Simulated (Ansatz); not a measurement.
# CH5AlCl2O: what the fields show

```yaml
atoms:
  - { symbol: Al, position_ang: [0.2602, 0.5177, 0.1649] }
  - { symbol: Cl, position_ang: [2.2261, 0.4663, 1.0254] }
  - { symbol: C, position_ang: [-0.0085, -0.1532, -1.6297] }
  - { symbol: Cl, position_ang: [-0.9584, 2.1303, 0.8863] }
  - { symbol: H, position_ang: [0.2581, -1.0164, 2.0733] }
  - { symbol: O, position_ang: [-0.4756, -0.7852, 1.4795] }
  - { symbol: H, position_ang: [0.4035, -1.1681, -1.7506] }
  - { symbol: H, position_ang: [0.4989, 0.4940, -2.3632] }
  - { symbol: H, position_ang: [-1.0760, -0.1815, -1.9003] }
  - { symbol: H, position_ang: [-1.1283, -0.3038, 2.0143] }
```

Level of theory: Ansatz, RKS PBE0-D4/def2-SVP.

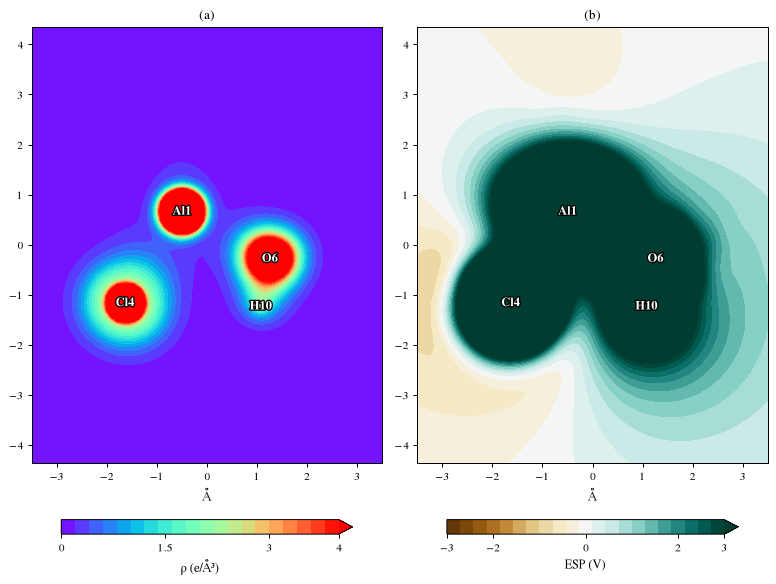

Figure 1. (a) electron density; (b) electrostatic potential on the plane of atoms Al1, O6 and H10.

Q: Describe what can be read from this map.

A: The plane passes through Al, Cl, O and H nuclei.
Al–O (1.99 Å): ρ at the midpoint is about 0.44 e/Å³.
Al–Cl (2.15 Å): the density is about 0.65 e/Å³ at the midpoint.
O–H (0.97 Å): ρ is about 3.7 e/Å³ halfway.
Outside the dense part of the molecule the potential is most negative (−0.9 V) near Cl4.

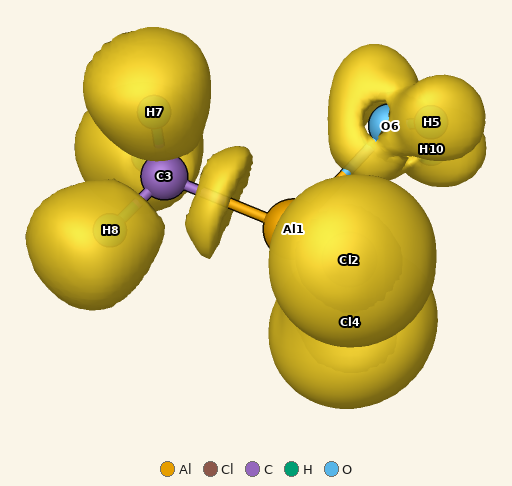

Figure 2. Isosurface of the ELF at 0.8 (yellow), seen from one side. Core shells and regions of very low density are left out.

Q: Describe the localisation domains.

A: The surface consists of one region between bonded Al–C atoms (shared pairs), three regions around hydrogen nuclei, two regions on Cl in which the atom's valence shell and bonds are merged and one joined region spread over several atoms (H, O), in which their bonds and any lone pairs are merged.


C–Al (1.93 Å): the ELF peaks at about 0.95 between the atoms: a shared but strongly polarised pair. Al–O (1.99 Å): the ELF peaks at about 0.90 in the valence shell of O, 0.7 Å from its nucleus, and is about 0.50 at the midpoint.

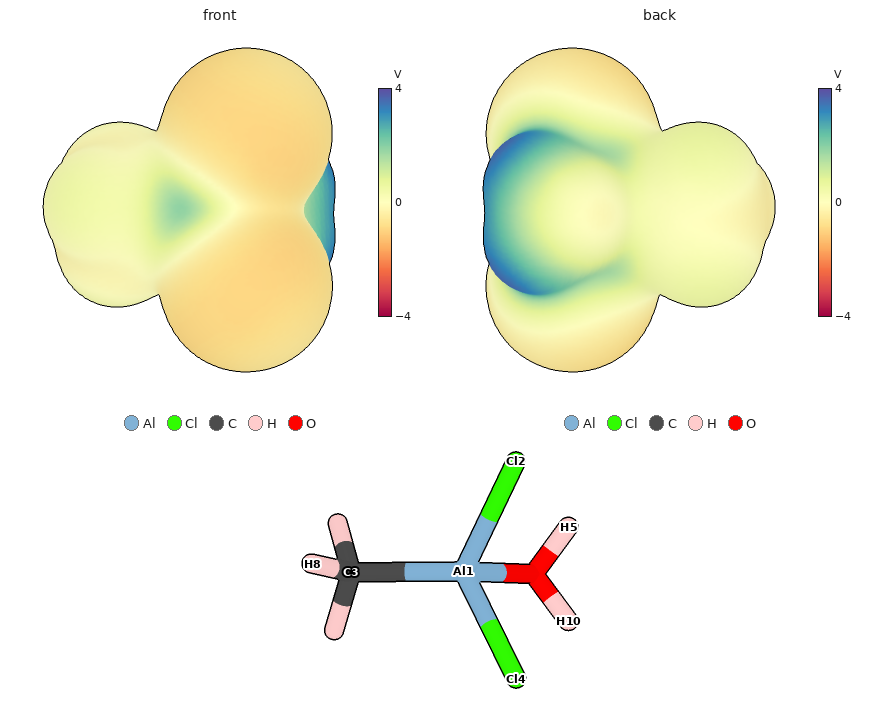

Figure 3. The molecular electrostatic potential painted on the density surface at 0.002 e/bohr³, seen from the front and from behind; the colour scale runs from red (negative) to blue (positive). The bare structure is drawn below in the same view.

Q: Which sites attract a positive test charge, and which a negative one?

A: A positive charge is drawn to the negative regions and a negative charge to the positive ones. The most negative region (about −1.0 V) lies over Cl2 and Cl4, the most positive (about +3.5 V) over H5 and H10.

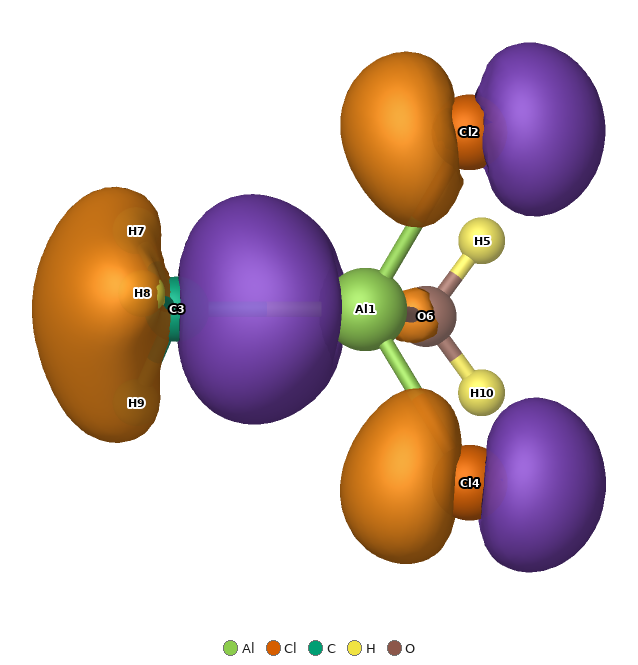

Figure 4. The HOMO at ±0.1 Å⁻³ᐟ² (orange and purple are the two phases), seen at a tilt.

Q: What is the character of this orbital?

A: It lies mainly on C3 (about 40 %), Cl4 (about 20 %), Cl2 (about 20 %) and Al1 (about 15 %). Its energy is −8.14 eV.
